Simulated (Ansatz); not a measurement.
The compound is MnS (Fm-3m).

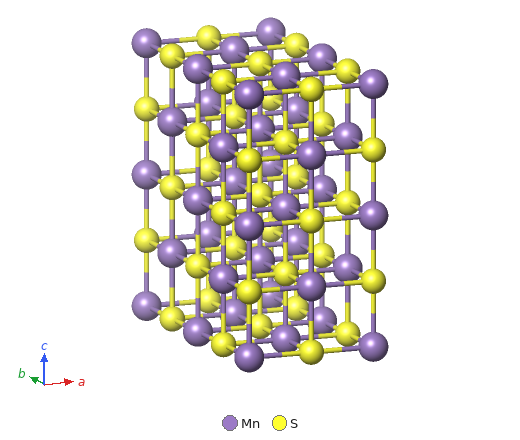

The structure (manganese light purple, sulfur yellow). 1×2×2 conventional cells are drawn. Some periodic images of atoms are drawn too.

The database entry behind the starting cell differs from later determinations by our own check (an axis about 0.2 % short against later determinations), so it need not match the best structure at ambient conditions.

```xyz
2
Lattice="0.0000 -2.6045 -2.6045 2.6045 0.0000 -2.6045 2.6045 -2.6045 0.0000" Properties=species:S:1:pos:R:3 pbc="T T T"
Mn    0.0000    0.0000    0.0000
S     2.6045   -2.6045   -2.6045
```

The cell and positions come from the Crystallography Open Database and are kept as given unless a step says otherwise. The program's search for lower electronic states was switched off, so nothing shows that the state found is the lowest. PAW set soft_2, made with PBE.

A constrained-RPA run (Ansatz 0.2.0; non-magnetic PBE; Mn d, bands v3 to c2, 6×6×6 mesh, medium accuracy) builds 5 functions on bands 3.7 eV wide, with 5.0 electrons in the window. The bare on-site interaction is 18.1 eV and the bare J 0.60 eV.

**Question.** What U and J survive the screening?

On the Mn d shell, U = 3.53 eV (19 % of the bare value), U′ = 2.57 eV, J = 0.47 eV.

The parent state is non-magnetic and the interaction static (zero frequency); U depends on the window and the orbitals, so it belongs to this model alone.

[Paths, hosts, dates, memory and timing lines, banners, echoed tables and standing remarks are left out of the program output.]

[Logs are printed without paths, hosts, clocks, repeated set-up lines and the standing remarks that a program may print on its own settings, such as how far it seeks lower states.]

[Runs of the session that timed out or met a known fault of the program may be left out.]

[Hosts, paths, dates, database ids (printed as entryN), source tags and the programs' standing remarks are cut or masked in the printed files.]
